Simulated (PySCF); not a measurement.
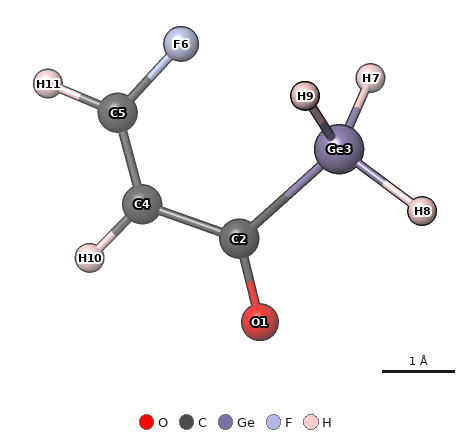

Fig. 1: The input geometry (ball-and-stick view, seen at a tilt; atoms are numbered from 1 in the order of the input). Sticks mark near contacts. Bond lengths as drawn: C–C 1.32 to 1.47 Å, C–F 1.34 Å, C–Ge 2.00 Å, C–H 1.08 Å, C–O 1.21 Å and Ge–H 1.49 Å.

**Run report: C3H5FGeO, excited-state calculation**

System: C3H5FGeO.
Method: TDDFT PBE0/def2-SVPD, vertical, gas phase, core orbitals frozen in the response (PySCF 2.14.0).

The geometry comes from this level: GFN2-xTB. It belongs to a series of runs on one base structure; here: Si replaced by Ge.

**Input file**
```
{"job": {"kind": "uv", "xc": "PBE0", "basis": "def2-SVPD", "nstates": 8, "ntriplets": 3}, "charge": 0, "multiplicity": 1}
O     -0.333565    -2.245469     0.181322
C     -0.102788    -1.062390     0.064922
Ge    -1.645811     0.210358     0.003389
C      1.285133    -0.579006    -0.046101
C      1.615509     0.703180    -0.036139
F      0.688426     1.664601     0.084396
H     -1.701082     1.088331     1.210502
H     -2.869582    -0.644574    -0.039655
H     -1.603239     1.082909    -1.209795
H      2.058943    -1.328401    -0.128370
H      2.613481     1.113131    -0.110435
```

The first line tells a small driver script what to run in PySCF; the rest is the geometry in Å.

Hardware: 1 CPU thread, shared host.

Launched with:
```bash
OMP_NUM_THREADS=1 python <driver script> task.json out
```

**What the program printed**
```
coarse grid: 45800 points
cycle   1  E = -2368.1449986689  dE =  2.361e-01  |g| = 8.883e-01  |ddm| = 4.571e+00
cycle   2  E = -2367.4545532776  dE =  6.904e-01  |g| = 1.976e+00  |ddm| = 4.133e+00
cycle   3  E = -2368.2906163675  dE = -8.361e-01  |g| = 2.329e-01  |ddm| = 3.631e+00
cycle   4  E = -2368.2987456253  dE = -8.129e-03  |g| = 1.081e-01  |ddm| = 3.899e-01
cycle   5  E = -2368.3005460771  dE = -1.800e-03  |g| = 2.776e-02  |ddm| = 1.083e-01
cycle   6  E = -2368.3006839199  dE = -1.378e-04  |g| = 7.928e-03  |ddm| = 4.008e-02
cycle   7  E = -2368.3006953839  dE = -1.146e-05  |g| = 2.161e-03  |ddm| = 1.242e-02
cycle   8  E = -2368.3006963773  dE = -9.934e-07  |g| = 8.435e-04  |ddm| = 4.897e-03
final grid: 96336 points
cycle   9  E = -2368.3006860937  dE =  3.316e-07  |g| = 1.621e-03  |ddm| = 7.741e-03
cycle  10  E = -2368.3006844937  dE =  1.600e-06  |g| = 3.169e-03  |ddm| = 5.668e-03
cycle  11  E = -2368.3006866786  dE = -2.185e-06  |g| = 1.971e-04  |ddm| = 3.656e-03
cycle  12  E = -2368.3006866873  dE = -8.737e-09  |g| = 2.760e-05  |ddm| = 2.531e-04
cycle  13  E = -2368.3006866875  dE = -1.846e-10  |g| = 5.228e-06  |ddm| = 5.461e-05
```

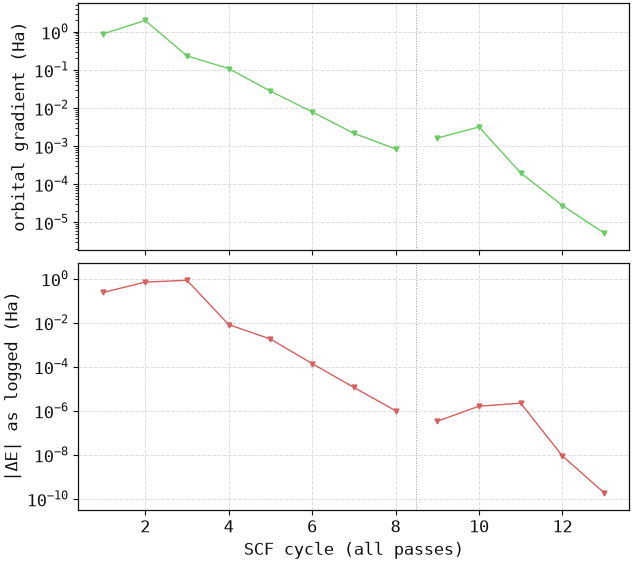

Fig. 2: Convergence of the self-consistent field: orbital gradient and size of the energy change against the SCF cycle. The dotted line marks the change from a coarse to the final integration grid. The first 8 cycles use a coarse grid, the final grid takes over at cycle 9, and the field converges after 13 cycles in all.

```
converged SCF energy = -2368.3006866875

Static polarisability (au): isotropic 71.286, principal 51.903 78.057 83.899

Singlet excitations
state   eV       nm        f      main configurations
  1   3.0445    407.2   0.00111   H->L 0.98
  2   5.9100    209.8   0.23959   H-1->L 0.87
  3   6.1471    201.7   0.00510   H-2->L 0.80, H->L+2 0.17
  4   6.2167    199.4   0.00125   H->L+2 0.75, H-2->L 0.19
  5   6.4743    191.5   0.00178   H-3->L 0.85, H->L+1 0.09
  6   6.4814    191.3   0.02570   H->L+1 0.76, H->L+3 0.09
  7   6.9723    177.8   0.10803   H->L+4 0.79
  8   7.0507    175.8   0.17997   H->L+3 0.75, H->L+4 0.10

Triplet excitations (Tamm-Dancoff, eV): 2.4781 3.6521 5.7049
```

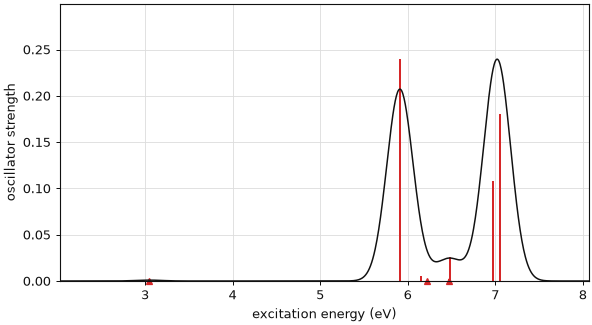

Fig. 3: Computed excitations as sticks (degenerate states added up, dark ones marked on the axis), with a Gaussian envelope of 0.35 eV full width at half maximum, scaled to the tallest. Of the 8 states the lowest lies at 3.04 eV (f = 0.001); the strongest line is at 5.91 eV, or 210 nm (f = 0.240).

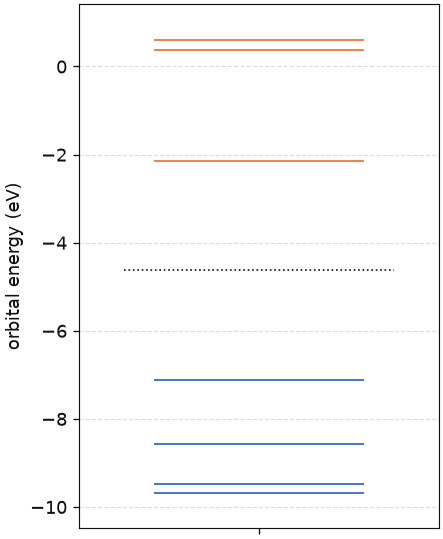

Fig. 4: Orbital energies near the frontier; the dotted line parts filled from empty levels, and levels within 0.02 eV of each other stand side by side. Highest filled −7.11 eV, lowest empty −2.15 eV, 4.96 eV apart.

**Results in brief**

| quantity | value |
| --- | --- |
| outcome | converged |
| total energy | −2368.300687 hartree |
| HOMO | −7.11 eV |
| LUMO | −2.15 eV |
| dipole moment | 3.25 D |
| mean polarisability | 71.29 a.u. |
| lowest singlet excitation | 3.04 eV |
| wall time | 57 s |
| peak memory | 0.73 GiB |

Spin–orbit coupling is left out, which matters for the heavy atoms.
